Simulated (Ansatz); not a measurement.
**Single-point calculation of C₂H₉BClNSi**

C₂H₉BClNSi, SMILES BN(CC)[SiH2]Cl, computed with RKS PBE0-D4/def2-TZVPP (Ansatz 0.2.0).

The geometry comes from this level: PBE0-D4/def2-TZVP.

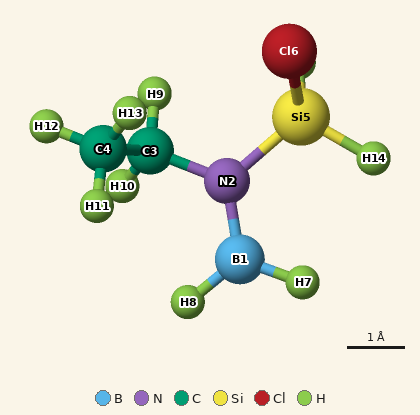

**Figure 1.** The structure (ball-and-stick view, seen at a tilt; atoms are numbered from 1 in the order of the input).

## The input
```yaml
crystal:
  periodic: [false, false, false]
  atoms:
    - {symbol: B, position_ang: [-1.142745, -1.301609, -0.659483]}
    - {symbol: N, position_ang: [-0.594277, -0.091648, -0.216727]}
    - {symbol: C, position_ang: [0.108782, -0.010414, 1.071875]}
    - {symbol: C, position_ang: [1.541098, -0.498040, 0.982281]}
    - {symbol: Si, position_ang: [-0.748936, 1.357981, -1.152274]}
    - {symbol: Cl, position_ang: [1.087151, 2.028748, -1.804043]}
    - {symbol: H, position_ang: [-1.678690, -1.347354, -1.728209]}
    - {symbol: H, position_ang: [-1.073794, -2.267698, 0.047083]}
    - {symbol: H, position_ang: [0.088214, 1.026033, 1.426879]}
    - {symbol: H, position_ang: [-0.445930, -0.604489, 1.802120]}
    - {symbol: H, position_ang: [1.567361, -1.541942, 0.661864]}
    - {symbol: H, position_ang: [2.028468, -0.427250, 1.957566]}
    - {symbol: H, position_ang: [2.114432, 0.093770, 0.266768]}
    - {symbol: H, position_ang: [-1.591241, 1.091697, -2.332451]}
    - {symbol: H, position_ang: [-1.281592, 2.441514, -0.294051]}
basis:
  gaussian: {orbitals: def2-TZVPP}
hamiltonian: {xc: pbe0, dispersion: d4}
output: {orbitals: {seedname: orbitals}}
```

Machine: 4 threads of Arm Neoverse V1, 23 GiB of memory available, shared host.

Launched with:
```bash
ansatz run in.yaml --threads 4 --pin off --events-out ev --progress --plain --max-ram 11315MiB
```

## The program's output
```
Functional definition: PBE0
  name "PBE0"
  cite "Adamo & Barone, J. Chem. Phys. 110, 6158 (1999) doi:10.1063/1.478522"
  cite "Perdew, Burke & Ernzerhof, Phys. Rev. Lett. 77, 3865 (1996) doi:10.1103/PhysRevLett.77.3865"
  parent pbe
  parameter a = 0.25
  parameter kappa = 0.804
  parameter beta = 0.06672455060314922
  exchange = (1 - a)*pbe_x(kappa = kappa, mu = beta*pi^2/3) + a*exact_x
  correlation = pbe_c(beta = beta)
1831 factors; their error is unknown
mean field evaluation 1: about -24770.3099 eV, gradient 6.5e1 eV
mean field evaluation 2: about -24758.9283 eV, gradient 9.3e1 eV
mean field evaluation 4: about -24779.4136 eV, gradient 5.3e0 eV
mean field evaluation 8: about -24779.4753 eV, gradient 7.6e-2 eV
mean field evaluation 16: about -24779.5124 eV, gradient 5.9e-5 eV
mean field -24779.51237323 eV, -910.6302835594 hartree, gradient 5.9e-5 eV, S^2 0.000000; 0 other end points of the search recorded, 0 dependent functions left out
reference -24779.51241257 eV, -910.6302850050 hartree; 32, 32 occupied and 302, 302 virtual orbitals, 1831 factors
Total energy: -24779.84550757 eV, -910.6425260208 hartree
```

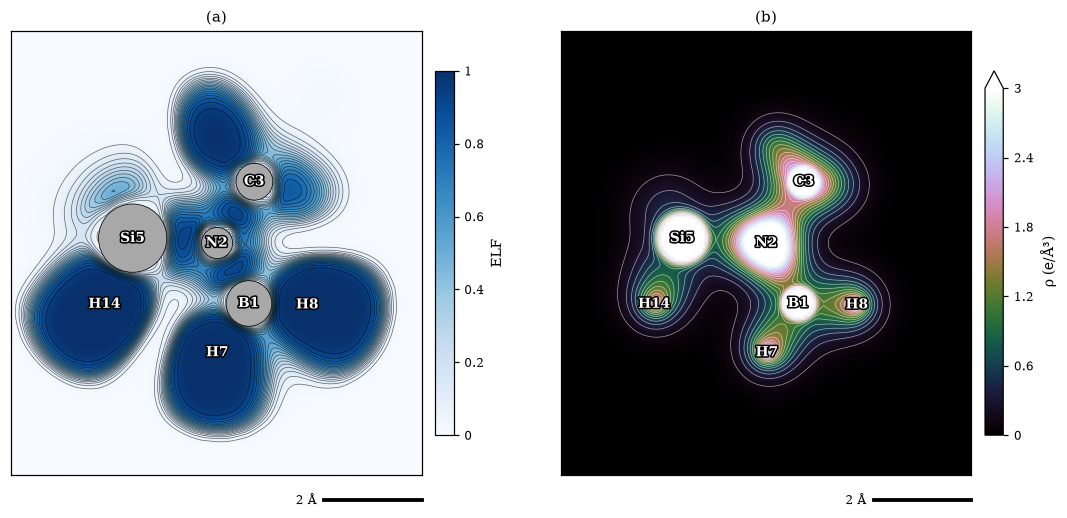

**Figure 2.** (a) electron localisation function; (b) total electron density on the plane of atoms C3, N2 and Si5. Grey discs, where drawn, cover atomic cores. B–N (1.40 Å): ρ is about 2 e/Å³ halfway; the ELF peaks at about 0.90 between the atoms, which marks a shared but strongly polarised pair.

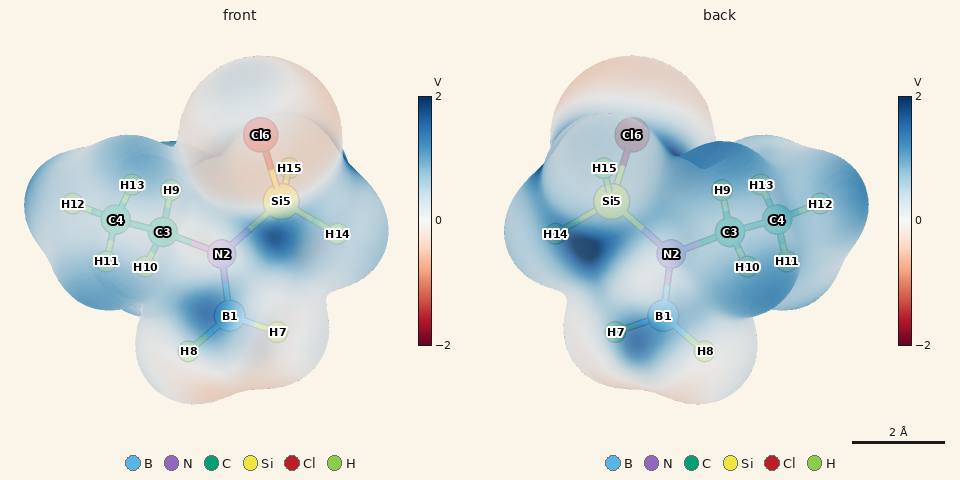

**Figure 3.** The molecular electrostatic potential painted on the density surface at 0.004 e/bohr³, seen face on and from behind; red is negative and blue positive.

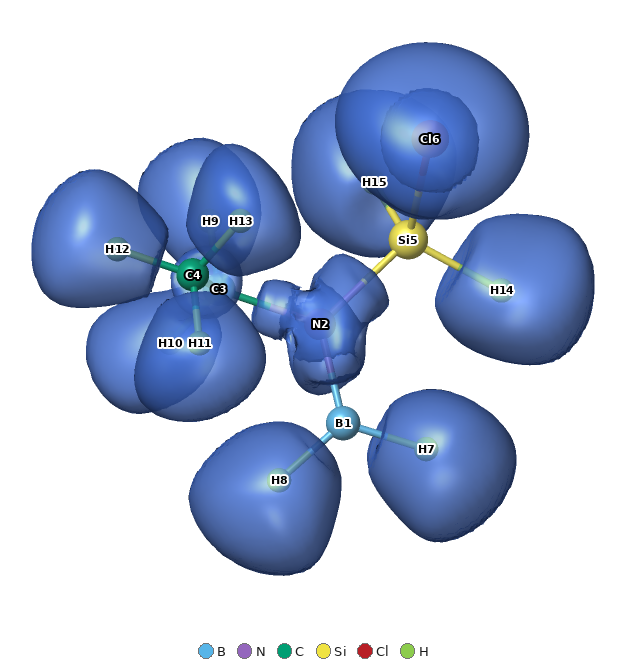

**Figure 4.** Isosurface of the electron localisation function at 0.75 (blue), seen at a tilt. Core shells and regions of very low density are left out. Along the contacts the grid gives the following.

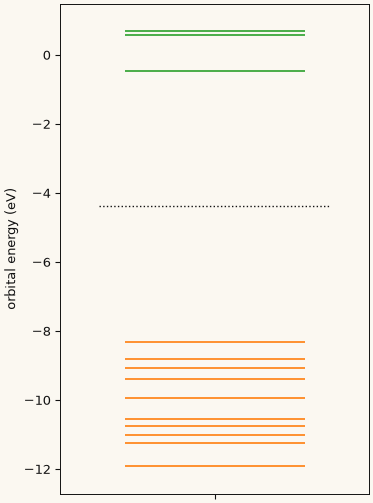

**Figure 5.** Orbital energies near the frontier; the dotted line parts filled from empty levels, and levels within 0.02 eV of each other stand side by side. Highest filled −8.31 eV, lowest empty −0.46 eV, 7.85 eV apart.

## Summary

| quantity | value |
| --- | --- |
| outcome | converged |
| total energy | −24779.8455 eV |
| mean-field energy | −24779.5124 eV |
| dispersion energy | −0.3331 eV |
| SCF solution under orbital rotations | stable |
| HOMO | −8.31 eV |
| LUMO | −0.46 eV |
| wall time | 6 s (CPU time 23 s) |
| peak memory | 1.2 GiB |
